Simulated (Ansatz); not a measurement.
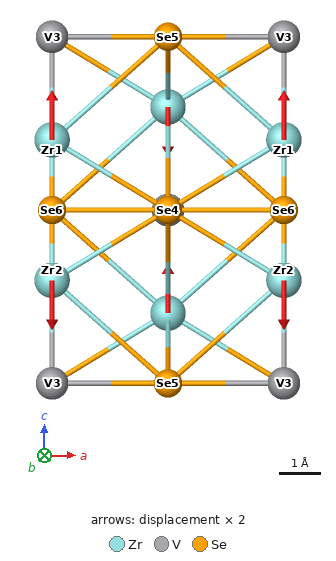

This is a relaxation of a crystal of Zr2VSe3 (a generated structure, set up in I4/mmm) (coarse preliminary run). The starting structure is drawn; red arrows show the displacements (the part carried along by the change of the cell is left out), 2 times their true length.

A ball-and-stick model of the conventional cell (2 times the calculation's cell), seen along the b axis. Lengths and directions refer to the drawn axes.

Level of theory: Ansatz 0.2.0, DFT PBE, scalar-relativistic, plane waves, PAW.

Input file:
```yaml
crystal:
  lattice:
    - [-2.87516343, 2.87516343, 4.29950698]
    - [2.87516343, -2.87516343, 4.29950698]
    - [2.87516343, 2.87516343, -4.29950698]
  atoms:
    - { symbol: Zr, position: [0.70266368, 0.70266368, 0.0] }
    - { symbol: Zr, position: [0.29733632, 0.29733632, 0.0] }
    - { symbol: V, position: [0.0, 0.0, 0.0], spin: 2.0 }
    - { symbol: Se, position: [0.5, 0.0, 0.5] }
    - { symbol: Se, position: [0.0, 0.5, 0.5] }
    - { symbol: Se, position: [0.5, 0.5, 0.0] }
basis:
  ecutwfc: 420
kpoints:
  mp_grid: { grid: [4, 4, 4] }
hamiltonian:
  xc: pbe
scf:
  occupations: { method: gaussian, width: 0.1 }
  lower_state_search: "off"
output:
  forces: true
  stress: true
  eigenvalues: true
  populations: true
magnetization:
  spin_polarized: true
relax:
  adjacent_minimum: "off"
  f_tol: 0.04
  max_steps: 70
  cell: { stress_tol: 0.4 }
```

Command:
```bash
ansatz run input.yaml --threads 1 --pin off --max-ram 2560MiB --backend cpu --events-out ev --progress --plain --runs-dir out
```

### Atoms of which element are displaced furthest, and by how much?

Zirconium: up to 0.62 Å, against 0.00 Å for selenium.

### Describe the change and its energy.

Over 9 accepted moves (11 points after the start) the energy falls by 3264 meV per atom. The largest force component goes from 39 to 0.0033 eV/Å. Pressure: 48.79 GPa at the start and 0.01 GPa at the end. At 2 points the geometry stayed and the basis and grid were re-selected for the new cell (energy shift of 5.5 meV per atom at most each time). The largest moves relative to the cell, 0.62 Å, are those of Zr1 and Zr2. Zr1 goes along +c. Se and V stay in place. The drawn cell changes as follows: a = b 5.750 → 5.129 Å (−10.8 %), c 8.599 → 10.484 Å (+21.9 %); the volume changes by −3.0 %. Among the contacts that change: Zr1–Zr2 3.485 → 5.489 Å, Zr1–Se6 1.743 → 2.745 Å, Zr1–Se4 3.362 → 3.756 Å, Se4–Se6 2.875 → 2.565 Å. The space group stays I4/mmm (No. 139).
